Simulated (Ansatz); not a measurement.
# BH3Cl− (SMILES [BH3-]Cl) at 6 levels

We compute a comparison of 6 runs (BLYP/STO-3G, PBE/STO-3G, r2SCAN/STO-3G, revPBE/STO-3G, wB97M-V/STO-3G, FCI/STO-3G) of BH3Cl−. 

Program for the calculation: Ansatz 0.2.0.

3 further runs of the same task are left out: 3 that didn't finish.

## (1) The structure to begin with

The species is BH3Cl− (5 atoms), meant as a singlet with charge -1. As SMILES, `[BH3-]Cl`. The H5–B1 distance was set to 1.812 Å, away from the relaxed value. At this shape a bond of the SMILES string is far longer than usual.

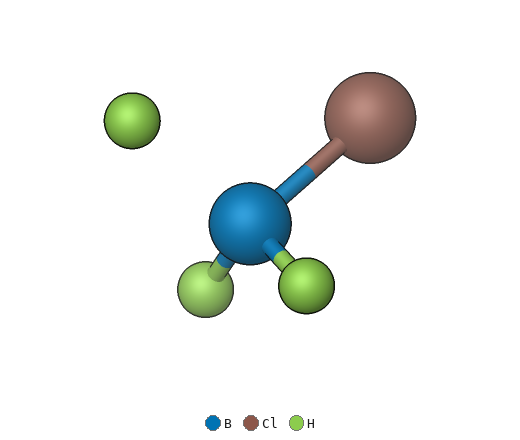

The structure, seen from a chosen angle (boron blue, chlorine brown, hydrogen green).

## (2) A single-point energy at BLYP/STO-3G (run 1)

Input file input.yaml:

```yaml
crystal:
  periodic: [false, false, false]
  atoms:
    - {symbol: B, position_ang: [0.123334, -0.500492, -0.261793]}
    - {symbol: Cl, position_ang: [-0.804916, 0.043828, -1.794693]}
    - {symbol: H, position_ang: [1.264024, -0.707242, -0.600793]}
    - {symbol: H, position_ang: [-0.419156, -1.503972, 0.135007]}
    - {symbol: H, position_ang: [0.000500, 0.857390, 0.931390]}
basis:
  gaussian: {orbitals: STO-3G}
hamiltonian: {xc: {name: BLYP}}
total_charge: -1
accuracy: high
```

Started as:

```console
$ ansatz run input.yaml --threads 1 --pin off --max-ram 2610MiB --events-out events.jsonl --progress --plain --runs-dir runs
```

Output:

```text
Warning: RAYON_NUM_THREADS=1 ignored (pool sized by the plan → 1); use --threads N
Functional definition: BLYP
  name "BLYP"
  parameter beta = 0.0042
  parameter a = 0.04918
  parameter b = 0.132
  parameter c = 0.2533
  parameter d = 0.349
  exchange = b88_x(beta = beta)
  correlation = lyp_c(a = a, b = b, c = c, d = d)
281 factors; integrals over basis functions are off by at most 1.0e-8 eV
mean field evaluation 1: about -13096.3832 eV, gradient 1.9e1 eV
mean field evaluation 2: about -13092.2022 eV, gradient 3.6e1 eV
mean field evaluation 4: about -13098.1782 eV, gradient 1.9e-1 eV
mean field evaluation 8: about -13098.1023 eV, gradient 7.9e-4 eV
mean field -13098.10232618 eV, -481.3463822744 hartree, gradient 3.0e-8 eV, S^2 0.000000; 0 other end points of the search recorded, 0 dependent functions left out
reference -13098.10236101 eV, -481.3463835546 hartree; 13, 13 occupied and 4, 4 virtual orbitals, 281 factors
Total energy: -13098.10236101 eV, -481.3463835546 hartree
```

Run time: 0.87 s. Hardware: 1 thread of Arm Neoverse V1, shared host.

## (3) The energy at PBE/STO-3G (run 2)

Input file in.yaml:

```yaml
crystal:
  periodic: [false, false, false]
  atoms:
    - {symbol: B, position_ang: [0.123334, -0.500492, -0.261793]}
    - {symbol: Cl, position_ang: [-0.804916, 0.043828, -1.794693]}
    - {symbol: H, position_ang: [1.264024, -0.707242, -0.600793]}
    - {symbol: H, position_ang: [-0.419156, -1.503972, 0.135007]}
    - {symbol: H, position_ang: [0.000500, 0.857390, 0.931390]}
basis:
  gaussian: {orbitals: STO-3G}
total_charge: -1
hamiltonian: {xc: {name: PBE}}
accuracy: high
```

Started as:

```console
$ ansatz run in.yaml --threads 1 --pin off --max-ram 2610MiB --events-out events.jsonl --progress --plain --runs-dir runs
```

Output:

```text
Warning: RAYON_NUM_THREADS=1 ignored (pool sized by the plan → 1); use --threads N
Functional definition: PBE
  name "PBE"
  parameter kappa = 0.804
  parameter beta = 0.06672455060314922
  exchange = pbe_x(kappa = kappa, mu = beta*pi^2/3)
  correlation = pbe_c(beta = beta)
281 factors; integrals over basis functions are off by at most 1.0e-8 eV
mean field evaluation 1: about -13091.7119 eV, gradient 1.9e1 eV
mean field evaluation 2: about -13087.8678 eV, gradient 3.5e1 eV
mean field evaluation 4: about -13093.3588 eV, gradient 1.8e-1 eV
mean field evaluation 8: about -13093.2840 eV, gradient 8.3e-4 eV
mean field -13093.28397142 eV, -481.1693110032 hartree, gradient 1.4e-8 eV, S^2 0.000000; 0 other end points of the search recorded, 0 dependent functions left out
reference -13093.28397308 eV, -481.1693110642 hartree; 13, 13 occupied and 4, 4 virtual orbitals, 281 factors
Total energy: -13093.28397308 eV, -481.1693110642 hartree
```

Wall time 0.87 s (1 thread of Arm Neoverse V1, shared host).

## (4) A single-point energy at r2SCAN/STO-3G (run 3)

Input file job.yaml:

```yaml
crystal:
  periodic: [false, false, false]
  atoms:
    - symbol: B
      position_ang: [0.123334, -0.500492, -0.261793]
    - symbol: Cl
      position_ang: [-0.804916, 0.043828, -1.794693]
    - symbol: H
      position_ang: [1.264024, -0.707242, -0.600793]
    - symbol: H
      position_ang: [-0.419156, -1.503972, 0.135007]
    - symbol: H
      position_ang: [0.000500, 0.857390, 0.931390]
basis:
  gaussian: {orbitals: STO-3G}
total_charge: -1
hamiltonian: {xc: r2scan}
accuracy: high
```

Started as:

```console
$ ansatz run job.yaml --threads 1 --pin off --max-ram 2610MiB --events-out events.jsonl --progress --plain --runs-dir runs
```

Output:

```text
Warning: RAYON_NUM_THREADS=1 ignored (pool sized by the plan → 1); use --threads N
Functional definition: r2SCAN
  name "r2SCAN"
  parameter k0 = 0.174
  parameter k1 = 0.065
  parameter a1 = 4.9479
  exchange = r2scan_x(k0 = k0, k1 = k1, a1 = a1)
  correlation = r2scan_c
281 factors; integrals over basis functions are off by at most 1.0e-8 eV
mean field evaluation 1: about -13098.0113 eV, gradient 1.8e1 eV
mean field evaluation 2: about -13095.6889 eV, gradient 2.9e1 eV
mean field evaluation 4: about -13099.5493 eV, gradient 1.3e-1 eV
mean field evaluation 8: about -13099.4782 eV, gradient 5.2e-4 eV
mean field evaluation 16: about -13099.4782 eV, gradient 4.9e-9 eV
mean field -13099.47817870 eV, -481.3969439221 hartree, gradient 4.9e-9 eV, S^2 0.000000; 0 other end points of the search recorded, 0 dependent functions left out
reference -13099.47817906 eV, -481.3969439353 hartree; 13, 13 occupied and 4, 4 virtual orbitals, 281 factors
Total energy: -13099.47817906 eV, -481.3969439353 hartree
```

It took 2.1 s on 1 thread of Arm Neoverse V1, shared host; peak memory 0.12 GiB.

Runs 4 to 5 aren't shown in full; the table further down has their settings and results.

## (5) The energy at FCI/STO-3G (run 6)

in.yaml: that of step 3 with these lines changed.

```diff
@@ -9,5 +9,8 @@
 basis:
-  gaussian: {orbitals: STO-3G}
+  gaussian:
+    orbitals: STO-3G
 total_charge: -1
-hamiltonian: {xc: {name: PBE}}
+correlation:
+  method: fci
+  frozen_orbitals: {B: 1, Cl: 5, H: 0}
 accuracy: high
```

Started as:

```console
$ ansatz run in.yaml --threads 1 --pin off --max-ram 2610MiB --events-out events.jsonl --progress --plain --runs-dir runs
```

Output:

```text
Warning: RAYON_NUM_THREADS=1 ignored (pool sized by the plan → 1); use --threads N
Functional definition: HF
  name "HF"
  exchange = exact_x
  correlation = 0
281 factors; integrals over basis functions are off by at most 1.0e-8 eV
mean field evaluation 1: about -13074.3852 eV, gradient 1.8e1 eV
mean field evaluation 2: about -13074.4323 eV, gradient 1.8e1 eV
mean field evaluation 4: about -13076.2058 eV, gradient 1.2e0 eV
mean field evaluation 8: about -13076.2097 eV, gradient 1.8e-4 eV
mean field -13076.20965820 eV, -480.5418415658 hartree, gradient 1.5e-8 eV, S^2 0.000000; 0 other end points of the search recorded, 0 dependent functions left out
6 core orbitals not correlated: weight in the atoms' cores, before any rotation towards them, 1.000 or more for the frozen orbitals, at most 0.000 for the correlated occupied ones
reference -13076.20965820 eV, -480.5418415658 hartree; 7, 7 occupied and 4, 4 virtual orbitals, 281 factors
state -13078.63166138 eV, -480.6308485410 hartree
Total energy: -13078.63166138 eV, -480.6308485410 hartree
```

It took 0.46 s on 1 thread of Arm Neoverse V1, shared host.

## (6) The series

| run | level | frozen core orbitals | energy (Eh) | wall time |
| --- | --- | --- | --- | --- |
| 1 | BLYP/STO-3G | – | -481.346384 | 0.87 s |
| 2 | PBE/STO-3G | – | -481.169311 | 0.87 s |
| 3 | r2SCAN/STO-3G | – | -481.396944 | 2.1 s |
| 4 | revPBE/STO-3G | – | -481.337764 | 0.91 s |
| 5 | wB97M-V/STO-3G | – | -481.448925 | 14 s |
| 6 | FCI/STO-3G | 6 | -480.630849 | 0.46 s |

## (7) Outcome

```
                                          quantity          value
                               run 6: total energy  -480.63085 Eh
run 6: correlation energy (6 core orbitals frozen)      -89.0 mEh
```

In words: Totals of different functionals can't be ranked against each other. In runs 1, 2, 3, 4, 5, 6 the basis is minimal, so the values are rough. All runs together took 19 s, the longest 14 s.
